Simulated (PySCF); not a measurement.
# CH3F3SZr (Zr(SMe)F3): the cost of one run

Programs: PySCF 2.14.0, with routines of our own; each step states its level. All values are computed. Atoms count from 0.

## (1) The starting structure

9 atoms, charge 0, multiplicity 1; geometry from: GFN2-xTB.

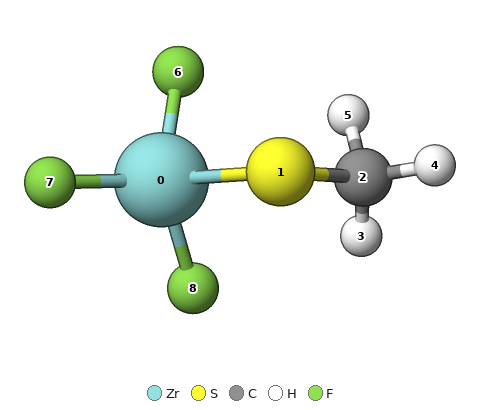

The starting geometry (zirconium light teal, sulfur yellow, carbon grey, hydrogen white, fluorine green); sticks join atoms by distance alone.

## (2) Geometry optimisation at PBE0-D3(BJ)/def2-SVP

Job settings and geometry (Å):

```
{"job": {"xc": "PBE0", "basis": "def2-SVP", "d3": "d3bj", "grid": 1, "maxiter": 30, "shake": 0.03, "kind": "geom"}, "charge": 0, "multiplicity": 1}
Zr    -0.273420     0.683120    -1.247260
S     -0.571260     0.919620     1.126150
C      0.248760    -0.718190     1.203160
H     -0.228080    -1.471350     0.763420
H      0.447410    -0.958240     2.252370
H      1.272160    -0.626310     0.722510
F      1.531860     0.658350    -1.465260
F     -1.153530     2.301000    -1.835470
F     -1.141170    -0.857440    -1.545290
```

Started as:

```
OMP_NUM_THREADS=1 python heavy_run.py task.json out
```

One launch serves the whole session: the jobs run in the order shown.

**Question.** How long does this first job take on 1 thread of Arm Neoverse V1, shared host, and how much memory does it need?

About 1.8 min, with a peak of 0.49 GiB.
